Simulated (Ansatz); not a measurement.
**F6H2MoN with multiplicity 2: a relaxation**

Aim: relax a first guess of the structure. Meant to form: F2–N8; to break: Mo1–F2. The start is a guess near the saddle point, from which both ends are pulled out.

Program: Ansatz 0.2.0. Level of theory: UKS PBE/def2-SVP. These are calculated values, not measurements.

## (1) The structure to begin with

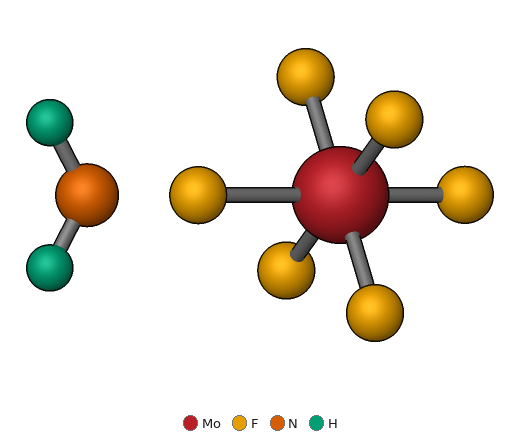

The starting structure, seen from a chosen angle (molybdenum red, fluorine amber, nitrogen orange, hydrogen teal).

As a file:

```xyz
10

Mo    0.0000    0.0000    0.0000
F     0.0000    0.0000    2.0200
F     1.7700    0.0000    0.0000
F     0.0000    1.7700    0.0000
F    -1.7700    0.0000    0.0000
F     0.0000   -1.7700    0.0000
F     0.0000    0.0000   -1.7700
N     0.0000    0.0000    3.6000
H    -0.4960   -0.7725    4.1300
H     0.4960    0.7725    4.1300
```

## (2) Pulling towards end A

Springs on the bonds that form and break draw the guess towards this end; the thresholds are loose.

input.yaml

```yaml
crystal:
  periodic: [false, false, false]
  atoms:
    - { symbol: Mo, position_ang: [0.0, 0.0, 0.0] }
    - { symbol: F, position_ang: [0.0, 0.0, 2.02] }
    - { symbol: F, position_ang: [1.77, 0.0, 0.0] }
    - { symbol: F, position_ang: [0.0, 1.77, 0.0] }
    - { symbol: F, position_ang: [-1.77, 0.0, 0.0] }
    - { symbol: F, position_ang: [0.0, -1.77, 0.0] }
    - { symbol: F, position_ang: [0.0, 0.0, -1.77] }
    - { symbol: "N", position_ang: [0.0, 0.0, 3.6] }
    - { symbol: H, position_ang: [-0.496, -0.7725, 4.13] }
    - { symbol: H, position_ang: [0.496, 0.7725, 4.13] }
magnetization:
  spin_polarized: true
  initial_magnetization: 1
basis:
  gaussian: { orbitals: def2-SVP }
hamiltonian:
  xc: pbe
relax:
  f_tol: 0.15
  max_steps: 25
  restrain:
    - { distance: [1, 7], at: 2.48, k: 30.0 }
    - { distance: [0, 1], at: 1.77, k: 30.0 }
```

The run is started by

```sh
$ ansatz run input.yaml --threads 4 --pin off --max-ram 5120MiB --backend cpu --events-out ev --progress --plain --runs-dir out
```

The log of the run, cut to the lines that bear on the results:

```text
Warning: RAYON_NUM_THREADS=4 ignored (pool sized by the plan → 4); use --threads N
[...]
Functional definition: PBE
[...]
1479 factors; their error is unknown
[...]
mean field -19650.87571320 eV, -722.1563626181 hartree, gradient 2.3e-6 eV, S^2 0.756021; 16 other end points of the search recorded, 0 dependent functions left out
[...]
reference -19650.87578916 eV, -722.1563654095 hartree; 39, 38 occupied and 100, 101 virtual orbitals, 1479 factors
WARN: the results are in doubt because the forces break the atoms' symmetry
relax step   1: F+E_penalty+E_count = -19650.87571320 eV  Δ(F+E_penalty+E_count) = +0.000e0 eV  max|allowed force component| = 4.121e0 eV/Å  E_restraint = 13.08750000 eV  max|allowed force component, restraints' pulls added| = 3.533e1 eV/Å  Δτ_max = 0.0000 Å  (1084 SCF iters, accepted)
[...]
relax step   3: F+E_penalty+E_count = -19652.52643462 eV  Δ(F+E_penalty+E_count) = -3.552e-2 eV  max|allowed force component| = 3.724e0 eV/Å  E_restraint = 0.56738502 eV  max|allowed force component, restraints' pulls added| = 3.994e0 eV/Å  Δτ_max = 0.1907 Å  (237 SCF iters, accepted)
[...]
relax step   5: F+E_penalty+E_count = -19653.57456661 eV  Δ(F+E_penalty+E_count) = -5.473e-1 eV  max|allowed force component| = 2.653e0 eV/Å  E_restraint = 0.00836981 eV  max|allowed force component, restraints' pulls added| = 2.653e0 eV/Å  Δτ_max = 0.1946 Å  (58 SCF iters, accepted)
[...]
relax step   7: F+E_penalty+E_count = -19654.06534592 eV  Δ(F+E_penalty+E_count) = -1.212e-1 eV  max|allowed force component| = 1.163e0 eV/Å  E_restraint = 0.08688817 eV  max|allowed force component, restraints' pulls added| = 1.249e0 eV/Å  Δτ_max = 0.1946 Å  (45 SCF iters, accepted)
[...]
relax step   8: F+E_penalty+E_count = -19654.07022311 eV  Δ(F+E_penalty+E_count) = -4.877e-3 eV  max|allowed force component| = 1.191e0 eV/Å  E_restraint = 0.06370535 eV  max|allowed force component, restraints' pulls added| = 9.744e-1 eV/Å  Δτ_max = 0.0616 Å  (40 SCF iters, accepted)
[...]
relax step   9: F+E_penalty+E_count = -19654.08116272 eV  Δ(F+E_penalty+E_count) = -1.094e-2 eV  max|allowed force component| = 1.145e0 eV/Å  E_restraint = 0.03479047 eV  max|allowed force component, restraints' pulls added| = 4.094e-1 eV/Å  Δτ_max = 0.1314 Å  (38 SCF iters, accepted)
  distance F 1 - N 7 = 2.5016 Å
  distance Mo 0 - F 1 = 1.8131 Å
[...]
1479 factors; their error is unknown
mean field -19654.08945251 eV, -722.2744653594 hartree, gradient 2.0e-5 eV, S^2 0.753201; 0 other end points of the search recorded, 0 dependent functions left out
[...]
reference -19654.08952869 eV, -722.2744681591 hartree; 39, 38 occupied and 100, 101 virtual orbitals, 1479 factors
```

## (3) The log goes on: pulled along the bonds that form and break, towards end A

The log, continued:

```text
relax step  10: F+E_penalty+E_count = -19654.08945251 eV  Δ(F+E_penalty+E_count) = -8.290e-3 eV  max|allowed force component| = 1.098e0 eV/Å  E_restraint = 0.02591086 eV  max|allowed force component, restraints' pulls added| = 2.764e-1 eV/Å  Δτ_max = 0.1065 Å  (39 SCF iters, accepted)
  distance F 1 - N 7 = 2.4922 Å
  distance Mo 0 - F 1 = 1.8097 Å
these checks for a lower state are left out or cut short: starts, cluster_reference, orbital_swaps, neighbouring_geometries, increment
1479 factors; their error is unknown
mean field evaluation 384: about -19654.0922 eV, gradient 2.2e-5 eV
mean field -19654.09221184 eV, -722.2745667629 hartree, gradient 2.2e-5 eV, S^2 0.753133; 0 other end points of the search recorded, 0 dependent functions left out
the calculation of the forces begins
reference -19654.09228795 eV, -722.2745695601 hartree; 39, 38 occupied and 100, 101 virtual orbitals, 1479 factors
relax step  11: F+E_penalty+E_count = -19654.09221184 eV  Δ(F+E_penalty+E_count) = -2.759e-3 eV  max|allowed force component| = 1.088e0 eV/Å  E_restraint = 0.02552270 eV  max|allowed force component, restraints' pulls added| = 2.433e-1 eV/Å  Δτ_max = 0.0303 Å  (38 SCF iters, accepted)
  distance F 1 - N 7 = 2.4913 Å
  distance Mo 0 - F 1 = 1.8097 Å
these checks for a lower state are left out or cut short: starts, cluster_reference, orbital_swaps, neighbouring_geometries, increment
1479 factors; their error is unknown
mean field -19654.12066046 eV, -722.2756122306 hartree, gradient 1.5e-5 eV, S^2 0.753024; 0 other end points of the search recorded, 0 dependent functions left out
the calculation of the forces begins
reference -19654.12073631 eV, -722.2756150177 hartree; 39, 38 occupied and 100, 101 virtual orbitals, 1479 factors
relax step  12: F+E_penalty+E_count = -19654.12066046 eV  Δ(F+E_penalty+E_count) = -2.845e-2 eV  max|allowed force component| = 9.917e-1 eV/Å  E_restraint = 0.04566791 eV  max|allowed force component, restraints' pulls added| = 9.043e-1 eV/Å  Δτ_max = 0.1955 Å  (44 SCF iters, accepted)
  distance F 1 - N 7 = 2.5097 Å
  distance Mo 0 - F 1 = 1.8165 Å
these checks for a lower state are left out or cut short: starts, cluster_reference, orbital_swaps, neighbouring_geometries, increment
1479 factors; their error is unknown
mean field -19654.11713015 eV, -722.2754824939 hartree, gradient 9.6e-6 eV, S^2 0.753180; 0 other end points of the search recorded, 0 dependent functions left out
the calculation of the forces begins
reference -19654.11720621 eV, -722.2754852891 hartree; 39, 38 occupied and 100, 101 virtual orbitals, 1479 factors
relax step  13: F+E_penalty+E_count = -19654.11713015 eV  Δ(F+E_penalty+E_count) = +3.530e-3 eV  max|allowed force component| = 9.924e-1 eV/Å  E_restraint = 0.02807497 eV  max|allowed force component, restraints' pulls added| = 1.917e-1 eV/Å  Δτ_max = 0.0689 Å  (40 SCF iters, accepted)
  distance F 1 - N 7 = 2.4914 Å
  distance Mo 0 - F 1 = 1.8117 Å
these checks for a lower state are left out or cut short: starts, cluster_reference, orbital_swaps, neighbouring_geometries, increment
1479 factors; their error is unknown
mean field -19654.12061317 eV, -722.2756104927 hartree, gradient 1.6e-5 eV, S^2 0.753249; 0 other end points of the search recorded, 0 dependent functions left out
the calculation of the forces begins
reference -19654.12068913 eV, -722.2756132841 hartree; 39, 38 occupied and 100, 101 virtual orbitals, 1479 factors
relax step  14: F+E_penalty+E_count = -19654.12061317 eV  Δ(F+E_penalty+E_count) = -3.483e-3 eV  max|allowed force component| = 1.020e0 eV/Å  E_restraint = 0.02442636 eV  max|allowed force component, restraints' pulls added| = 9.165e-2 eV/Å  Δτ_max = 0.0995 Å  (40 SCF iters, accepted)
  distance F 1 - N 7 = 2.4889 Å
  distance Mo 0 - F 1 = 1.8094 Å
these checks for a lower state are left out or cut short: starts, cluster_reference, orbital_swaps, neighbouring_geometries, increment
1479 factors; their error is unknown
mean field -19654.12489758 eV, -722.2757679416 hartree, gradient 1.4e-5 eV, S^2 0.753589; 0 other end points of the search recorded, 0 dependent functions left out
the calculation of the forces begins
reference -19654.12497339 eV, -722.2757707278 hartree; 39, 38 occupied and 100, 101 virtual orbitals, 1479 factors
relax step  15: F+E_penalty+E_count = -19654.12489758 eV  Δ(F+E_penalty+E_count) = -4.284e-3 eV  max|allowed force component| = 1.021e0 eV/Å  E_restraint = 0.03348642 eV  max|allowed force component, restraints' pulls added| = 6.205e-1 eV/Å  Δτ_max = 0.1976 Å  (44 SCF iters, rejected (line search))
  distance F 1 - N 7 = 2.5035 Å
  distance Mo 0 - F 1 = 1.8110 Å
these checks for a lower state are left out or cut short: starts, cluster_reference, orbital_swaps, neighbouring_geometries, increment
1479 factors; their error is unknown
mean field evaluation 416: about -19654.1907 eV, gradient 1.0e-1 eV
mean field -19654.12135700 eV, -722.2756378278 hartree, gradient 1.4e-5 eV, S^2 0.753336; 0 other end points of the search recorded, 0 dependent functions left out
the calculation of the forces begins
reference -19654.12143286 eV, -722.2756406155 hartree; 39, 38 occupied and 100, 101 virtual orbitals, 1479 factors
relax step  16: F+E_penalty+E_count = -19654.12135700 eV  Δ(F+E_penalty+E_count) = -7.438e-4 eV  max|allowed force component| = 1.155e0 eV/Å  E_restraint = 0.02342341 eV  max|allowed force component, restraints' pulls added| = 3.389e-1 eV/Å  Δτ_max = 0.0957 Å  (39 SCF iters, accepted)
  distance F 1 - N 7 = 2.4819 Å
  distance Mo 0 - F 1 = 1.8095 Å
these checks for a lower state are left out or cut short: starts, cluster_reference, orbital_swaps, neighbouring_geometries, increment
1479 factors; their error is unknown
mean field -19654.12424828 eV, -722.2757440803 hartree, gradient 2.6e-5 eV, S^2 0.753355; 0 other end points of the search recorded, 0 dependent functions left out
the calculation of the forces begins
reference -19654.12432413 eV, -722.2757468679 hartree; 39, 38 occupied and 100, 101 virtual orbitals, 1479 factors
relax step  17: F+E_penalty+E_count = -19654.12424828 eV  Δ(F+E_penalty+E_count) = -2.891e-3 eV  max|allowed force component| = 1.097e0 eV/Å  E_restraint = 0.02398245 eV  max|allowed force component, restraints' pulls added| = 1.011e-2 eV/Å  Δτ_max = 0.0254 Å  (40 SCF iters, accepted)
  distance F 1 - N 7 = 2.4867 Å
  distance Mo 0 - F 1 = 1.8094 Å
1479 factors; their error is unknown
mean field evaluation 448: about -19615.4453 eV, gradient 5.4e1 eV
mean field -19654.12424828 eV, -722.2757440803 hartree, gradient 2.6e-5 eV, S^2 0.753355; 4 other end points of the search recorded, 0 dependent functions left out
the calculation of the forces begins
reference -19654.12432413 eV, -722.2757468679 hartree; 39, 38 occupied and 100, 101 virtual orbitals, 1479 factors
Total energy: -19654.12432413 eV, -722.2757468679 hartree
Atom 0 at     0.201799    -0.028806     0.050779 Å, force    -0.441939     0.041339    -1.096948 eV/Å
Atom 1 at     0.867234    -0.099916     1.731899 Å, force     0.569629    -0.070781     0.956181 eV/Å
Atom 2 at     1.927506    -0.026175    -0.617587 Å, force    -0.000328    -0.000648    -0.001919 eV/Å
Atom 3 at     0.220841     1.814084     0.121904 Å, force     0.002103     0.002733     0.000636 eV/Å
Atom 4 at    -1.529074    -0.036363     0.668069 Å, force     0.000297    -0.000955    -0.002651 eV/Å
Atom 5 at     0.179781    -1.875298     0.003515 Å, force     0.001882     0.000686    -0.000374 eV/Å
Atom 6 at    -0.413111     0.028002    -1.691380 Å, force    -0.002055     0.002235    -0.002198 eV/Å
Atom 7 at    -0.740128     0.192893     3.606503 Å, force    -0.132485     0.021605     0.145015 eV/Å
Atom 8 at    -0.636584    -0.740439     4.065582 Å, force     0.005078     0.010111    -0.000501 eV/Å
Atom 9 at    -0.078263     0.772018     4.170715 Å, force    -0.002182    -0.006325     0.002759 eV/Å
Dipole moment:     0.145208    -0.078065     0.526229 e Å
```

Wall time 1.7 min (4 threads of AMD EPYC 7B13 (Zen 3), shared host); peak memory 0.45 GiB.

The steps of the relaxation:

```
step  energy from step 1 (eV)  largest force component (eV/Å)
   1                   0.0000                          4.1214
   2                  -1.6152                          1.7202
   3                  -1.6507                          3.7243
   4                  -2.1516                          2.5745
   5                  -2.6989                          2.6532
   6                  -3.0685                          1.1757
   7                  -3.1896                          1.1627
   8                  -3.1945                          1.1911
   9                  -3.2054                          1.1446
  10                  -3.2137                          1.0980
  11                  -3.2165                          1.0884
  12                  -3.2449                          0.9917
  13                  -3.2414                          0.9924
  14                  -3.2449                          1.0203
 15x                  -3.2492                          1.0211
  16                  -3.2456                          1.1550
  17                  -3.2485                          1.0969
```

Step 1 is the start. 1 step was tried and not accepted (15; marked x where the table lists them). Energies and forces in the table leave out the springs, which the log lists apart; the run stops on the force with the springs' pull added.

After: Bond lengths: Mo1–F2 1.809 Å, Mo1–F3 1.851 Å, Mo1–F4 1.844 Å, Mo1–F5 1.838 Å, Mo1–F6 1.847 Å, Mo1–F7 1.848 Å, N8–H9 1.045 Å, N8–H10 1.045 Å. Angles (14 of 16 angles, heavy atoms first): F2–Mo1–F3 89.6°, F2–Mo1–F4 90.0°, F2–Mo1–F5 92.0°, F2–Mo1–F6 89.4°, F2–Mo1–F7 177.8°, F3–Mo1–F4 90.2°, F3–Mo1–F5 178.4°, F3–Mo1–F6 90.2°, F3–Mo1–F7 88.3°, F4–Mo1–F5 90.1°, F4–Mo1–F6 179.3°, F4–Mo1–F7 90.5°, F5–Mo1–F6 89.6°, F5–Mo1–F7 90.2°.

## (4) Relaxing end A

It starts where the restrained run ended.

input.yaml

```yaml
crystal:
  periodic: [false, false, false]
  atoms:
    - { symbol: Mo, position_ang: [0.201799, -0.028806, 0.050779] }
    - { symbol: F, position_ang: [0.867234, -0.099916, 1.731899] }
    - { symbol: F, position_ang: [1.927506, -0.026175, -0.617587] }
    - { symbol: F, position_ang: [0.220841, 1.814084, 0.121904] }
    - { symbol: F, position_ang: [-1.529074, -0.036363, 0.668069] }
    - { symbol: F, position_ang: [0.179781, -1.875298, 0.003515] }
    - { symbol: F, position_ang: [-0.413111, 0.028002, -1.69138] }
    - { symbol: "N", position_ang: [-0.740128, 0.192893, 3.606503] }
    - { symbol: H, position_ang: [-0.636584, -0.740439, 4.065582] }
    - { symbol: H, position_ang: [-0.078263, 0.772018, 4.170715] }
magnetization:
  spin_polarized: true
  initial_magnetization: 1
basis:
  gaussian: { orbitals: def2-SVP }
hamiltonian:
  xc: pbe
relax:
  f_tol: 0.03
  max_steps: 50
output:
  orbitals: {}
```

The run is started by

```sh
$ ansatz run input.yaml --threads 4 --pin off --max-ram 5120MiB --backend cpu --events-out ev --progress --plain --runs-dir out
```

The log of the run, cut to the lines that bear on the results:

```text
Warning: RAYON_NUM_THREADS=4 ignored (pool sized by the plan → 4); use --threads N
[...]
Functional definition: PBE
[...]
1479 factors; their error is unknown
[...]
mean field -19654.12425084 eV, -722.2757441743 hartree, gradient 1.9e-5 eV, S^2 0.753355; 3 other end points of the search recorded, 0 dependent functions left out
[...]
reference -19654.12432656 eV, -722.2757469570 hartree; 39, 38 occupied and 100, 101 virtual orbitals, 1479 factors
relax step   1: F+E_penalty+E_count = -19654.12425084 eV  Δ(F+E_penalty+E_count) = +0.000e0 eV  max|allowed force component| = 1.097e0 eV/Å  Δτ_max = 0.0000 Å  (158 SCF iters, accepted)
[...]
relax step   5: F+E_penalty+E_count = -19654.16993305 eV  Δ(F+E_penalty+E_count) = -2.554e-3 eV  max|allowed force component| = 3.333e-2 eV/Å  Δτ_max = 0.0565 Å  (39 SCF iters, accepted)
[...]
Total energy: -19654.18127283 eV, -722.2778396939 hartree
Atom 0 at     0.283152    -0.108128    -0.017718 Å, force    -0.020902    -0.006202    -0.011099 eV/Å
Atom 1 at     1.240844    -0.380030     1.528532 Å, force     0.009515    -0.003737     0.012654 eV/Å
Atom 2 at     1.867853     0.134451    -0.936929 Å, force     0.002436     0.002687    -0.001126 eV/Å
Atom 3 at     0.199497     1.698415     0.328644 Å, force    -0.000484    -0.000548     0.006953 eV/Å
Atom 4 at    -1.325885    -0.367681     0.832605 Å, force     0.005966    -0.003767    -0.003689 eV/Å
Atom 5 at     0.367661    -1.920934    -0.361898 Å, force     0.003058    -0.000124    -0.006153 eV/Å
Atom 6 at    -0.613630     0.147751    -1.612847 Å, force     0.000657     0.002331     0.005488 eV/Å
Atom 7 at    -0.643053     0.354705     3.685322 Å, force     0.005718     0.007651     0.006333 eV/Å
Atom 8 at    -1.220424    -0.366676     4.173139 Å, force    -0.002276     0.006377    -0.001684 eV/Å
Atom 9 at    -0.156014     0.808127     4.491149 Å, force    -0.003688    -0.004667    -0.007676 eV/Å
Dipole moment:    -0.083180    -0.040111     0.573000 e Å
```

Wall time 56 s (4 threads of AMD EPYC 7B13 (Zen 3), shared host); peak memory 0.33 GiB.

The steps of the relaxation:

```csv
step,energy from step 1 (eV),largest force component (eV/Å)
1,0.0000,1.0966
2,-0.0364,0.3736
3,-0.0368,0.4703
4,-0.0431,0.1589
5,-0.0457,0.0333
6,-0.0458,0.0250
7,-0.0471,0.0801
8x,-0.0457,0.3978
9,-0.0480,0.0199
10,-0.0483,0.2004
11,-0.0487,0.2143
12,-0.0499,0.0890
13,-0.0508,0.0389
14x,-0.0506,0.2585
15,-0.0511,0.0157
16,-0.0525,0.1246
17,-0.0526,0.2942
18,-0.0549,0.0995
19,-0.0569,0.0209
```

Step 1 is the start. 2 steps were tried and not accepted (8, 14; marked x where the table lists them).

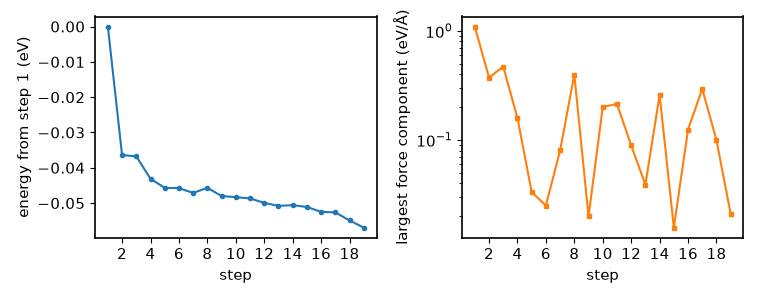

How energy and force went from step to step.

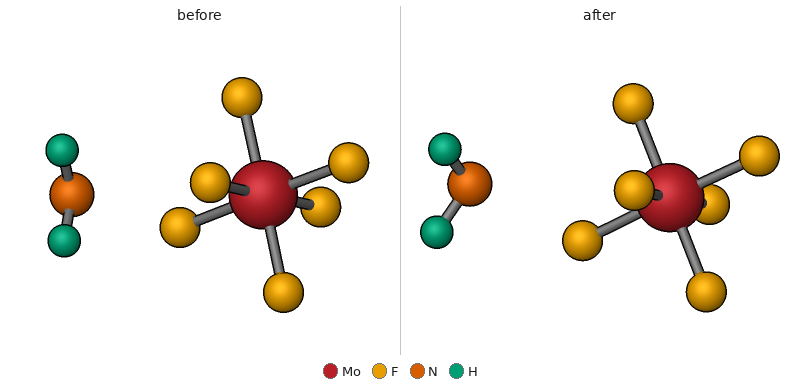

The structure before (left) and after (right), drawn at the same scale.

After: Bond lengths: Mo1–F2 1.839 Å, Mo1–F3 1.848 Å, Mo1–F4 1.841 Å, Mo1–F5 1.838 Å, Mo1–F6 1.847 Å, Mo1–F7 1.848 Å, N8–H9 1.045 Å, N8–H10 1.045 Å. Angles (14 of 16 angles, heavy atoms first): F2–Mo1–F3 89.5°, F2–Mo1–F4 90.6°, F2–Mo1–F5 92.6°, F2–Mo1–F6 89.3°, F2–Mo1–F7 177.5°, F3–Mo1–F4 90.2°, F3–Mo1–F5 177.7°, F3–Mo1–F6 89.8°, F3–Mo1–F7 88.2°, F4–Mo1–F5 90.7°, F4–Mo1–F6 179.9°, F4–Mo1–F7 90.3°, F5–Mo1–F6 89.3°, F5–Mo1–F7 89.7°.

## (5) Summary of results

```
quantity                     value
   end A  16 moves, 0.057 eV lower
```

The relaxation gains 0.06 eV in 16 moves, with H9 moving most (0.70 Å); the start's largest force component was 1.1 eV/Å.
